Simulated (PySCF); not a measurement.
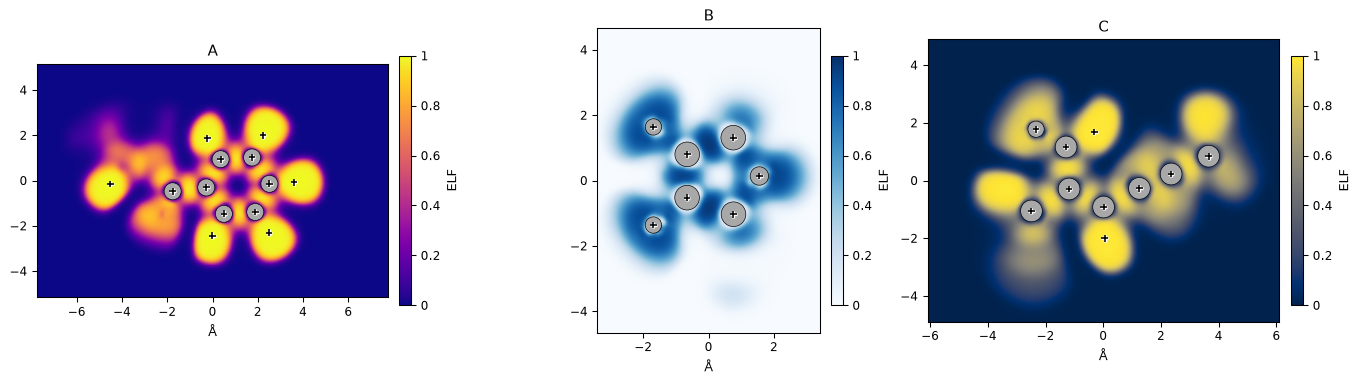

The electron localisation function of 3 systems, each on a plane through atoms (crosses mark nuclei in the plane; grey discs cover the cores).

Level of theory: PBE0/pcSseg-1, SCF density, gas phase, non-relativistic (PySCF).

System 1: C$_{11}$H$_{8}$OS (SMILES O=C(c1ccccc1)c1cccs1), the plane of atoms C2, C3 and C8. Geometry: PBE0-D3(BJ)/def2-SVP.

```
atom    x (Å)    y (Å)    z (Å)
   O   0.3698  -2.0192   1.2452
   C   0.3433  -0.9585   0.6508
   C  -0.9349  -0.4586   0.0576
   C  -1.2526   0.9003  -0.0584
   C  -2.4832   1.2898  -0.5839
   C  -3.4005   0.3286  -1.0031
   C  -3.0959  -1.0283  -0.8769
   C  -1.8758  -1.4187  -0.3383
   C   1.5964  -0.1876   0.4946
   C   2.7588  -0.4733   1.1816
   C   3.8465   0.3449   0.7998
   C   3.5027   1.2352  -0.1903
   S   1.8628   1.0884  -0.6482
   H  -0.5526   1.6616   0.2911
   H  -2.7282   2.3517  -0.6601
   H  -4.3615   0.6367  -1.4222
   H  -3.8178  -1.7835  -1.1964
   H  -1.6233  -2.4731  -0.2096
   H   2.7894  -1.2660   1.9296
   H   4.8472   0.2812   1.2287
   H   4.1396   1.9737  -0.6768
```

System 2: C$_{8}$H$_{7}$NO, the plane of atoms C5, C6 and H15. Geometry: GFN2-xTB.

```json
{"atom": "C", "x (Å)": "2.2686", "y (Å)": "1.4523", "z (Å)": "2.8271"}
{"atom": "C", "x (Å)": "1.2877", "y (Å)": "0.7807", "z (Å)": "2.0146"}
{"atom": "C", "x (Å)": "0.4757", "y (Å)": "0.2236", "z (Å)": "1.3170"}
{"atom": "C", "x (Å)": "-0.5012", "y (Å)": "-0.4446", "z (Å)": "0.5703"}
{"atom": "C", "x (Å)": "-0.5379", "y (Å)": "-0.5033", "z (Å)": "-0.7779"}
{"atom": "C", "x (Å)": "0.4706", "y (Å)": "0.1569", "z (Å)": "-1.6010"}
{"atom": "O", "x (Å)": "0.4740", "y (Å)": "0.1651", "z (Å)": "-2.8094"}
{"atom": "C", "x (Å)": "-1.6202", "y (Å)": "-1.2490", "z (Å)": "-1.5204"}
{"atom": "C", "x (Å)": "-2.9114", "y (Å)": "-1.0582", "z (Å)": "-0.9136"}
{"atom": "N", "x (Å)": "-3.9238", "y (Å)": "-0.8991", "z (Å)": "-0.4071"}
{"atom": "H", "x (Å)": "3.0102", "y (Å)": "0.7327", "z (Å)": "3.1747"}
{"atom": "H", "x (Å)": "2.7721", "y (Å)": "2.2270", "z (Å)": "2.2495"}
{"atom": "H", "x (Å)": "1.7880", "y (Å)": "1.9061", "z (Å)": "3.6934"}
{"atom": "H", "x (Å)": "-1.2747", "y (Å)": "-0.9359", "z (Å)": "1.1513"}
{"atom": "H", "x (Å)": "1.2577", "y (Å)": "0.6681", "z (Å)": "-1.0167"}
{"atom": "H", "x (Å)": "-1.3994", "y (Å)": "-2.3225", "z (Å)": "-1.5430"}
{"atom": "H", "x (Å)": "-1.6429", "y (Å)": "-0.8879", "z (Å)": "-2.5541"}
```

System 3: C$_{5}$H$_{4}$F$_{2}$O$_{2}$, the plane of atoms F7, C6 and C8. Geometry: GFN2-xTB.

```xyz
13

O     2.8916    0.8749    0.0361
C     1.9734    0.1460   -0.1764
C     0.6923    0.0949    0.6609
O     0.0719   -1.1747    0.5716
C    -1.1665   -1.0977   -0.1197
C    -1.3668    0.3665   -0.3642
F    -2.4716    0.8194   -0.9511
C    -0.3276    1.0512    0.0958
F    -0.1139    2.3619    0.0864
H     1.9527   -0.5725   -1.0154
H     0.9388    0.3250    1.7071
H    -1.1190   -1.6705   -1.0563
H    -1.9596   -1.5239    0.5074
```

**Match each panel to its system.**

Panel A is system 1, C$_{11}$H$_{8}$OS: the plane holds C and H. C–C (1.40 Å): the ELF peaks at about 0.95 between the atoms, as expected for localised, covalent bonding. Panel B is system 3, C$_{5}$H$_{4}$F$_{2}$O$_{2}$: the plane holds C, O and F. C–C (1.33 Å): the ELF peaks at about 0.90 between the atoms (a multiple bond). Panel C is system 2, C$_{8}$H$_{7}$NO: the plane holds C, O and H. C–C (1.21 Å): the ELF peaks at about 0.85 between the atoms; a short, multiple covalent bond.
